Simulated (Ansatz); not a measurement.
A series of calculations on C3H2O2

## 1. Relaxation

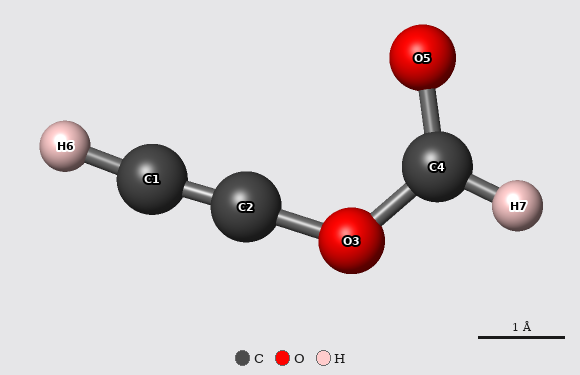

Starting structure of C3H2O2 (coarse preliminary run). A ball-and-stick model, seen face on.

Level of theory: RKS PBE-D4/def2-SVP in Ansatz.

Input file:
```yaml
crystal:
  periodic: [false, false, false]
  atoms:
    - {symbol: C, position_ang: [-1.042800, -0.056300, 1.594600]}
    - {symbol: C, position_ang: [-0.124000, 0.000300, 0.876200]}
    - {symbol: O, position_ang: [0.933700, 0.021300, 0.095200]}
    - {symbol: C, position_ang: [0.822200, 0.006400, -1.235500]}
    - {symbol: O, position_ang: [-0.320200, -0.046300, -1.837700]}
    - {symbol: H, position_ang: [-1.958700, -0.008700, 2.199100]}
    - {symbol: H, position_ang: [1.751100, 0.015300, -1.737600]}
basis:
  gaussian: {orbitals: def2-SVP}
hamiltonian: {xc: pbe, dispersion: d4}
relax: {f_tol: 0.03, max_steps: 250}
```

> Predict the outcome.

The atom that moves furthest after the best rigid fit is H6 (0.087 Å). By element the largest moves are H 0.087 Å, C 0.076 Å, O 0.059 Å. Among the contacts that change: C4–O5 1.292 → 1.195 Å, O3–C4 1.335 → 1.402 Å, C4–H7 1.056 → 1.115 Å, C1–C2 1.168 → 1.220 Å. Among the angles between lasting bonds that change: O3–C4–H7 113.6° → 106.5°, C2–C1–H6 173.0° → 179.1°, O5–C4–H7 123.8° → 128.5°. The optimiser took 7 steps.

Final geometry:

```xyz
7

C    -1.0947   -0.0193    1.6171
C    -0.1444   -0.0029    0.8530
O     0.9329    0.0163    0.0975
C     0.7778   -0.0050   -1.2960
O    -0.2705   -0.0411   -1.8690
H    -1.9455   -0.0342    2.2807
H     1.8056    0.0181   -1.7290
```

The end point in the same view:

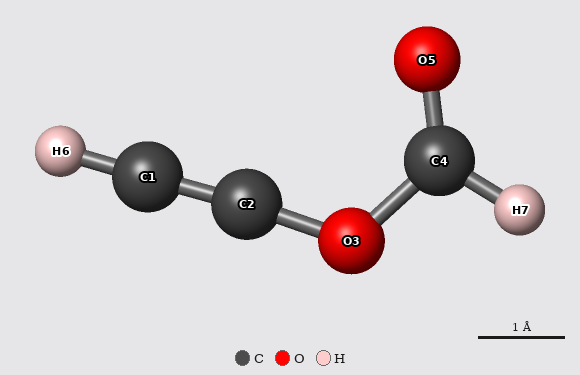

## 2. Relaxation

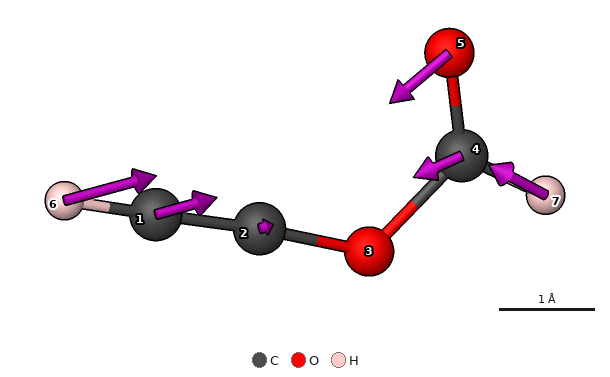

A relaxation of C$_{3}$H$_{2}$O$_{2}$. The starting structure is drawn; purple arrows show the displacements, magnified 20 times. The two geometries are superimposed by the best rigid fit.

The picture is a ball-and-stick view, seen at a tilt.

The calculation used RKS PBE0-D4/def2-TZVP in Ansatz 0.2.0. Settings: force threshold 0.005 eV/Å; at most 200 steps.

What did the optimiser do to the structure, and how much energy did it gain?

Answer. The atom that moves furthest after the best rigid fit is H6 (0.053 Å). Largest moves by element: H 0.053 Å, O 0.042 Å, C 0.036 Å. Among the contacts that change: C1–C2 1.220 → 1.195 Å, O3–C4 1.402 → 1.378 Å, C4–H7 1.115 → 1.096 Å, C1–H6 1.079 → 1.063 Å. The energy falls by 1.61 kcal/mol in 7 geometry steps. The largest force component goes from 1.5 to 0.0043 eV/Å.

## 3. Energy map

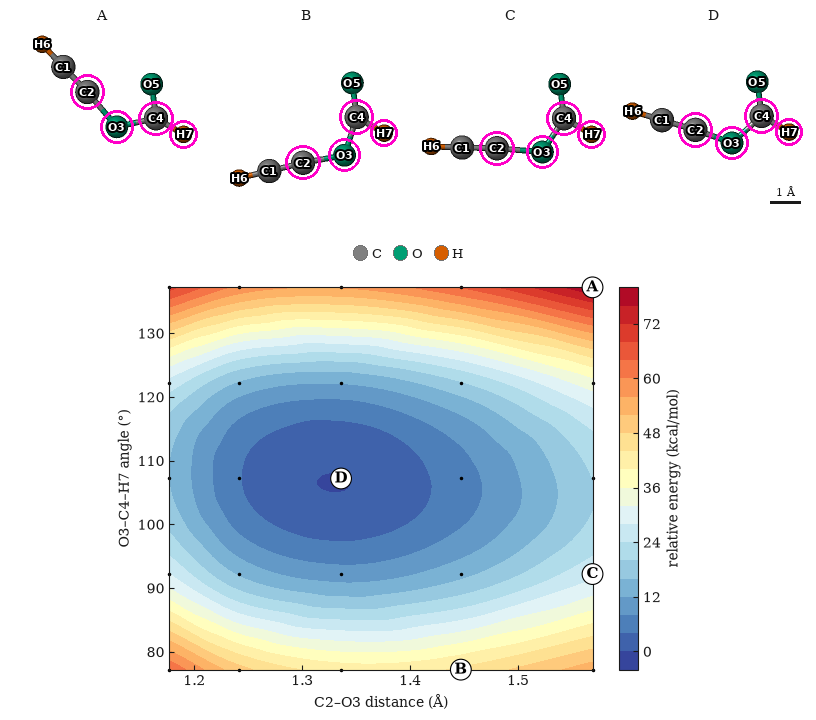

Energy scan for C3H2O2, in which the C2–O3 distance and the O3–C4–H7 angle are varied on a grid, with the rest of the molecule carried along rigidly. The map is interpolated between the computed points (dots). The lettered frames are marked on it. Style: ball-and-stick. Shown face on. The ringed atoms are those of the scanned coordinates.

Computed with Ansatz: CCSD(T), basis def2-TZVPP, on geometries moved rigidly from the minimum at PBE0-D4/def2-TZVP. Coupled cluster with a frozen core. Energies are counted from the PBE0-D4/def2-TZVP minimum geometry at the same level.

**Describe the energy landscape.**

In pairs of (C2–O3 distance (Å); O3–C4–H7 angle (°)): the lowest computed point lies at (1.336, 107.2) (−0.1 kcal/mol), the highest at (1.569, 137.2) (79.3 kcal/mol).  Over the ranges scanned the energy rises more along the second axis, the O3–C4–H7 angle. The frames lie at A (1.569, 137.2): 79.3 kcal/mol, B (1.447, 77.2): 44.8 kcal/mol, C (1.569, 92.2): 26.9 kcal/mol, D (1.336, 107.2): −0.1 kcal/mol.
